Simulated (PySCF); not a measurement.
System: C5H12OSi (SMILES [CH2-][CH]O[SiH2]CCC) (charge −1, doublet).

```xyz
19

C    -4.1118   -0.2417   -1.0472
C    -3.0767   -0.0127   -0.1790
O    -1.7926    0.0837   -0.5646
Si   -0.6178    0.9434    0.1983
C     1.1209    0.4462   -0.3911
C     1.9014   -0.3746    0.6242
C     3.3047   -0.7382    0.1442
H    -3.9321   -0.4421   -2.0885
H    -5.1335   -0.1377   -0.7220
H    -3.2745    0.2156    0.8658
H    -0.6681    0.2496    1.6025
H    -0.7782    2.3411    0.6802
H     1.0704   -0.1082   -1.3290
H     1.6802    1.3615   -0.5947
H     1.9759    0.1950    1.5541
H     1.3486   -1.2905    0.8441
H     3.8782    0.1644   -0.0666
H     3.2508   -1.3250   -0.7723
H     3.8444   -1.3207    0.8934
```

Geometry: GFN2-xTB.

All numbers below come from UKS B3LYP, pcH-1 on C H O Si, non-relativistic, mean-field spin-orbit, GIAO (PySCF 2.14.0, density-fitted response routines).

Question: What can the converged electron density, electron localisation function and spin density tell about the bonding?

Answer: C–O (1.34 Å): ρ is about 2.3 e/Å³ halfway; the ELF peaks at about 0.85 between the atoms (a shared but strongly polarised pair).
C–C (1.37 Å): ρ at the midpoint is about 2.1 e/Å³; the ELF peaks at about 0.95 between the atoms (localised, covalent bonding).
C–H (1.08 Å): ρ at the midpoint is about 2 e/Å³; the ELF climbs to about 1 towards the hydrogen, as it does in any bond to H; a covalent bond by its length.
The unpaired spin (1 electron) lies mostly on Si4 (about 0.4), C2 (about 0.1), C1 (about 0.1) and H12 (about 0.1), in electrons by Hirshfeld's partition.

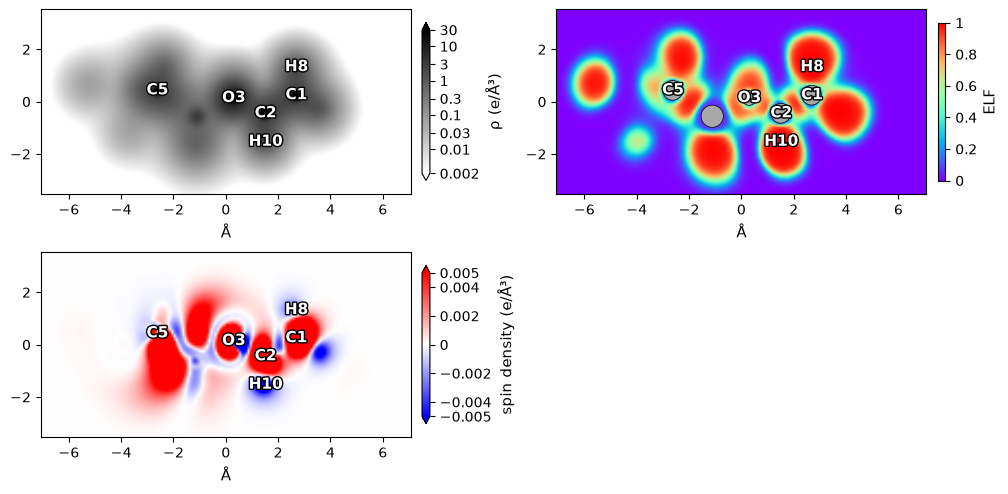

Computed electron density, electron localisation function and spin density on the plane of atoms O3, C2 and H10, in this order. Grey discs cover the atomic cores in the ELF map. 
